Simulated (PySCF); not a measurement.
CH5FOSn: single-point calculation

- system: CH5FOSn, SMILES C[O][SnH2][F]
- method: M06-2X/def2-SVP, RKS, core potentials def2-svp (PySCF 2.14.0)

The geometry comes from this level: PBE0-D4/def2-TZVP.

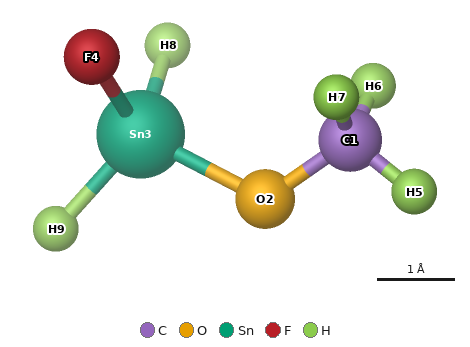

*The structure (ball-and-stick view, seen at a tilt; atoms are numbered from 1 in the order of the input). Sticks mark near contacts.*

Bond lengths as drawn: C–H 1.09 to 1.10 Å, C–O 1.41 Å, F–Sn 1.92 Å, H–Sn 1.69 to 1.70 Å and O–Sn 1.95 Å.

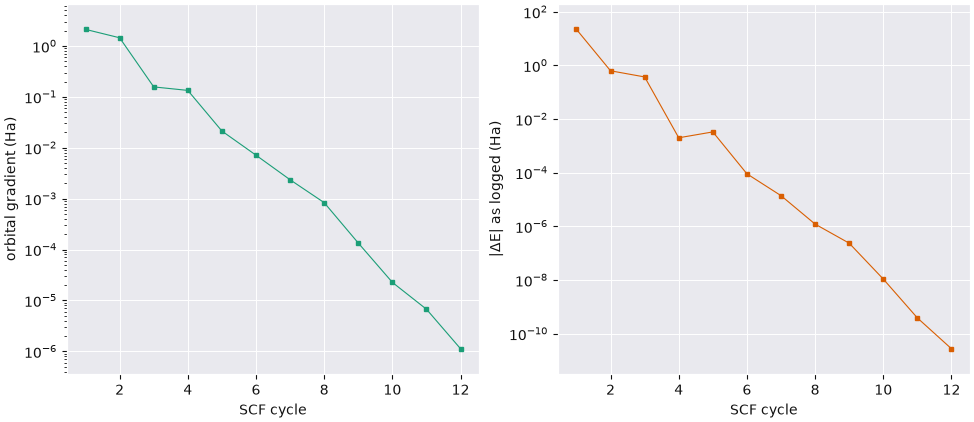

*Convergence of the self-consistent field: orbital gradient and size of the energy change against the SCF cycle.*

The residual falls at every step.

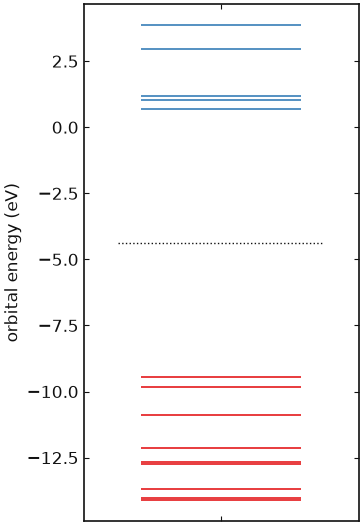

*Orbital energies near the frontier; the dotted line parts filled from empty levels, and levels within 0.02 eV of each other stand side by side.*

Highest filled −9.45 eV, lowest empty 0.68 eV, 10.13 eV apart.

The input that produced these results follows, with the program's output.

**Input (job.py)**
```python
from pyscf import gto, dft

system = gto.M(
    atom='''
C      0.979823     2.594405     0.132470
O      1.640282     0.154580    -0.706380
Sn    -0.754946    -2.623696    -0.460715
F     -1.317895    -3.079120     3.100096
H      2.481777     3.893781    -0.436716
H     -0.794819     3.272439    -0.705624
H      0.797653     2.680010     2.193783
H     -3.620715    -1.746674    -1.624975
H      0.755701    -5.232841    -1.523875
''',
    basis='def2-svp',
    verbose=4,
    max_memory=1860,
    ecp={'Sn': 'def2-svp'},
    charge=0,
    unit='bohr',
)

mf = dft.RKS(system, xc='m06-2x')
mf.conv_tol = 1e-10
mf.grids.level = 5
mf.kernel()
if not mf.converged:
    mf = mf.newton().run(mf.mo_coeff, mf.mo_occ)

e_final = mf.e_tot
print('E(%s) = %.9f' % ('M06-2X', e_final))
```

Launch command:
```bash
OMP_NUM_THREADS=1 python job.py
```

**The program's output**
```
PySCF version 2.14.0

[INPUT] num. atoms = 9
[INPUT] num. electrons = 50
[INPUT] charge = 0
[INPUT] spin (= nelec alpha-beta = 2S) = 0
[INPUT] symmetry False subgroup None
[INPUT] Mole.unit = bohr
[INPUT] Symbol           X                Y                Z      unit          X                Y                Z       unit  Magmom
[INPUT]  1 C      0.518500002335   1.372900001897   0.070100105131 AA    0.979823000000   2.594405000000   0.132470000000 Bohr   0.0
[INPUT]  2 O      0.867999853882   0.081800213264  -0.373800198250 AA    1.640282000000   0.154580000000  -0.706380000000 Bohr   0.0
[INPUT]  3 Sn    -0.399500218675  -1.388400131582  -0.243799878729 AA   -0.754946000000  -2.623696000000  -0.460715000000 Bohr   0.0
[INPUT]  4 F     -0.697400000385  -1.629400133688   1.640500154864 AA   -1.317895000000  -3.079120000000   3.100096000000 Bohr   0.0
[INPUT]  5 H      1.313299830985   2.060500169513  -0.231100154844 AA    2.481777000000   3.893781000000  -0.436716000000 Bohr   0.0
[INPUT]  6 H     -0.420600101606   1.731700142926  -0.373400140278 AA   -0.794819000000   3.272439000000  -0.705624000000 Bohr   0.0
[INPUT]  7 H      0.422099789822   1.418200217038   1.160899969304 AA    0.797653000000   2.680010000000   2.193783000000 Bohr   0.0
[INPUT]  8 H     -1.915999865236  -0.924300075706  -0.859899738315 AA   -3.620715000000  -1.746674000000  -1.624975000000 Bohr   0.0
[INPUT]  9 H      0.399899747469  -2.769100205568  -0.806399922291 AA    0.755701000000  -5.232841000000  -1.523875000000 Bohr   0.0

nuclear repulsion = 216.838875067527
number of shells = 43
number of NR pGTOs = 168
number of NR cGTOs = 93
basis = def2-svp
ecp = {'Sn': 'def2-svp'}

******** <class 'pyscf.dft.rks.RKS'> ********
method = RKS
initial guess = minao
damping factor = 0
level_shift factor = 0
DIIS = <class 'pyscf.scf.diis.CDIIS'>
diis_start_cycle = 1
diis_space = 8
diis_damp = 0
SCF conv_tol = 1e-10
SCF conv_tol_grad = None
SCF max_cycles = 50
direct_scf = True
direct_scf_tol = 1e-13
XC library pyscf.dft.libxc version 7.0.0
    S. Lehtola, C. Steigemann, M. J.T. Oliveira, and M. A.L. Marques.,  SoftwareX 7, 1–5 (2018)
XC functionals = m06-2x
    Y. Zhao and D. G. Truhlar.,  Theor. Chem. Acc. 120, 215 (2008)
    Y. Zhao and D. G. Truhlar.,  Theor. Chem. Acc. 120, 215 (2008)
radial grids:
    Treutler-Ahlrichs [JCP 102, 346 (1995); DOI:10.1063/1.469408] (M4) radial grids

becke partition: Becke, JCP 88, 2547 (1988); DOI:10.1063/1.454033
pruning grids: <function nwchem_prune>
grids dens level: 5
symmetrized grids: False
atomic radii adjust function: <function treutler_atomic_radii_adjust>
small_rho_cutoff = 0
Set gradient conv threshold to 1e-05
Initial guess from minao.
tot grids = 294536
init E= -407.170236966013
  HOMO = -0.667281472444279  LUMO = -0.605321674836741  gap/eV = 1.68601
cycle= 1 E= -429.148502156892  delta_E=  -22  |g|= 2.12  |ddm|= 6.96
  HOMO = -0.194546171532785  LUMO = 0.0467112947324893  gap/eV = 6.56495
cycle= 2 E= -429.777940538569  delta_E= -0.629  |g|= 1.45  |ddm|= 5.04
  HOMO = -0.350829172322115  LUMO = 0.0370735110009322  gap/eV = 10.55537
cycle= 3 E= -430.148829188942  delta_E= -0.371  |g|= 0.157  |ddm|= 1.53
  HOMO = -0.336511501805441  LUMO = 0.023364426797629  gap/eV = 9.79272
cycle= 4 E= -430.150827669962  delta_E= -0.002  |g|= 0.134  |ddm|=  0.2
  HOMO = -0.351036117286929  LUMO = 0.0234400669449126  gap/eV = 10.19002
cycle= 5 E= -430.154133760175  delta_E= -0.00331  |g|= 0.0213  |ddm|= 0.112
  HOMO = -0.346309281109876  LUMO = 0.0248574204760788  gap/eV = 10.09996
cycle= 6 E= -430.154224447316  delta_E= -9.07e-05  |g|= 0.00714  |ddm|= 0.0221
  HOMO = -0.347545216394932  LUMO = 0.0252089245144612  gap/eV = 10.14316
cycle= 7 E= -430.154238304608  delta_E= -1.39e-05  |g|= 0.00235  |ddm|= 0.00938
  HOMO = -0.347395451501854  LUMO = 0.0251665854052853  gap/eV = 10.13793
cycle= 8 E= -430.154239513762  delta_E= -1.21e-06  |g|= 0.000834  |ddm|= 0.00271
  HOMO = -0.347306571883395  LUMO = 0.0251139752596975  gap/eV = 10.13408
cycle= 9 E= -430.154239748652  delta_E= -2.35e-07  |g|= 0.000134  |ddm|= 0.00131
  HOMO = -0.347285771526612  LUMO = 0.02512049787445  gap/eV = 10.13369
cycle= 10 E= -430.154239759445  delta_E= -1.08e-08  |g|= 2.26e-05  |ddm|= 0.000349
  HOMO = -0.347285700897196  LUMO = 0.0251217764943822  gap/eV = 10.13372
cycle= 11 E= -430.15423975983  delta_E= -3.84e-10  |g|= 6.7e-06  |ddm|= 6.24e-05
  HOMO = -0.347285688749869  LUMO = 0.0251214757935882  gap/eV = 10.13372
cycle= 12 E= -430.154239759857  delta_E= -2.72e-11  |g|= 1.12e-06  |ddm|= 1.89e-05
  HOMO = -0.347285674032749  LUMO = 0.025121498511925  gap/eV = 10.13372
Extra cycle  E= -430.154239759859  delta_E= -2.16e-12  |g|= 3.79e-07  |ddm|= 2.81e-06
converged SCF energy = -430.154239759859
E(M06-2X) = -430.154239760
```

**Results in brief**

| quantity | value |
| --- | --- |
| outcome | converged |
| total energy | −430.154240 hartree |
| basis functions | 93 |
| HOMO | −9.45 eV |
| LUMO | 0.68 eV |
| dipole moment | 2.44 D |
| hardware | 1 thread of Intel Xeon @ 2.70GHz, 189 GiB of memory available, shared host |
| wall time | 41 s |
| peak memory | 0.49 GiB |
